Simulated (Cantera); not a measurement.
Feed: 1 mol Si, 1.1 mol HBr, 32 mol H₂, equilibrated at 50.0 Pa.

Cantera equilibrium calculation (NASA polynomials, part measured and part estimated; ideal gas, pure solids and liquids). Candidate condensed phases: Br₂, Si; 19 gas species. The tables' values for SiBr, SiBr₃ are old estimates; treat these amounts as uncertain. Kinetics and transport are ignored.

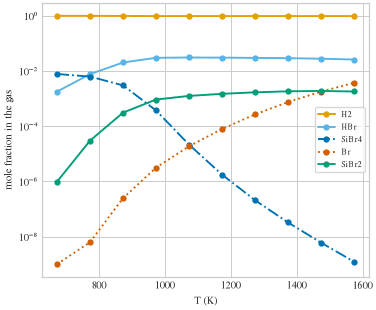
Equilibrium gas composition (values under 1e-9 drawn at 1e-9)

From 673 K to 1573 K the condensed part is Si(s). The main Si-bearing gas is SiBr₄ at 673 K and SiBr₂ at 1573 K. The share of Si in condensed phases is highest at 1073 K (95.8 %) and lowest at 673 K (73.7 %).
